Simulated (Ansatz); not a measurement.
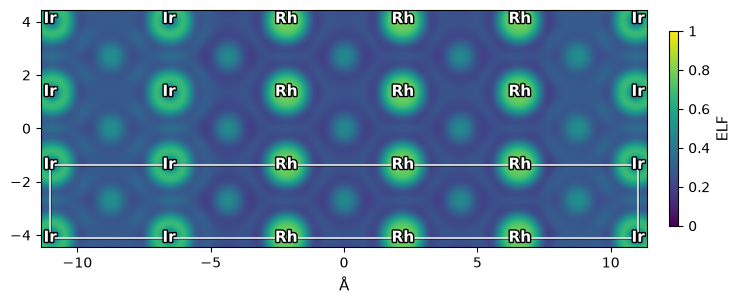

The picture shows: Ir$_{2}$Rh$_{3}$. Electron localisation function on the (11̄0) plane of the conventional cell.

Space group P-3m1; a structure generated by program, which may or may not match a known phase; computed without spin polarisation.

Theory: DFT PBE, scalar-relativistic, plane waves, PAW (Ansatz 0.2.0).

Core electrons are frozen (PAW), and the valence fields are smoothed inside the atomic spheres.

Describe what can be read from this map.

The plane passes through Ir and Rh nuclei.
Atoms just off the plane (Ir, 0.8 Å away and Rh, 0.8 Å away) can leave unmarked features too.
Ir–Ir (2.74 Å): the ELF is about 0.35 at the midpoint: no shared electron pair shows on this line.
Rh–Rh (2.74 Å): the ELF is about 0.25 at the midpoint (no localised pair shows between them).
The features right at Ir and Rh lie inside the PAW spheres, where the map follows smoothed inner orbitals and isn't to be read closely.

Which way does charge flow, and how much by Bader's partition?

Very little charge moves. Bader charges: Ir −0.02 and Rh +0.01 e.
